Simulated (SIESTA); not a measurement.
Band structure of PbSe (Fm-3m, 2 atoms in the cell).

```yaml
crystal:
  lattice:
    - [0.00000, 3.06000, 3.06000]
    - [3.06000, 0.00000, 3.06000]
    - [3.06000, 3.06000, 0.00000]
  atoms:
    - { symbol: Pb, position: [0.00000, 0.00000, 0.00000] }
    - { symbol: Se, position: [0.50000, 0.50000, 0.50000] }
```

Computed with SIESTA with GGA PBE, numerical atomic orbitals TZP, PseudoDojo PBE standard norm-conserving potentials (rewritten from UPF to PSML).

Settings: XC.functional = GGA; XC.authors = PBE; potentials = PseudoDojo PBE standard; PAO.BasisSize = TZP; PAO.EnergyShift = 0.005 Ry; MeshCutoff = 400 Ry; kgrid.MonkhorstPack = 6 6 6; OccupationFunction = FD; ElectronicTemperature = 10 meV; MaxSCFIterations = 150; SCF.Mixer.Method = Pulay; SCF.Mixer.Weight = 0.25; SCF.Mixer.History = 8; SCF.DM.Tolerance = 1.0E-05.

The starting cell has typed, rounded lattice constants, without a prior relaxation at this level. Spin-orbit coupling is off. Values carry the incompleteness of an atom-centred basis.

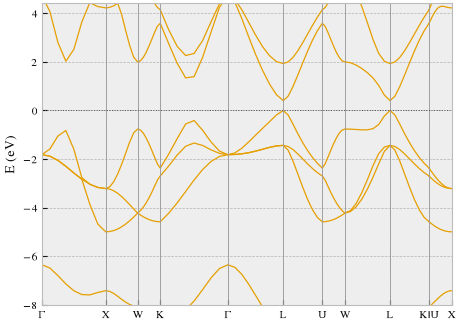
Fig. 1. Bands along the path, energies from the top of the valence band on the path.

### Question
Read off roughly the gap and where its edges lie.

### Answer
The gap along the path is about 0.4 eV (computed: 0.41 eV), direct at L to within 0.01 eV.

Levels in eV from the top of the valence band on the path, bands 12 to 16:
```json
[
 {"point": "Γ", "12": "-6.35", "13": "-1.82", "14": "-1.82", "15": "-1.82", "16": "4.74"},
 {"point": "X", "12": "-7.42", "13": "-5.00", "14": "-3.21", "15": "-3.21", "16": "4.22"},
 {"point": "W", "12": "-8.06", "13": "-4.22", "14": "-4.22", "15": "-0.76", "16": "2.00"},
 {"point": "K", "12": "-8.09", "13": "-4.58", "14": "-2.70", "15": "-2.37", "16": "3.59"},
 {"point": "L", "12": "-8.86", "13": "-1.44", "14": "-1.44", "15": "0.00", "16": "0.41"},
 {"point": "U", "12": "-8.09", "13": "-4.58", "14": "-2.70", "15": "-2.37", "16": "3.59"}
]
```

Higher empty bands are left out: an atom-centred basis made for the valence describes them poorly.
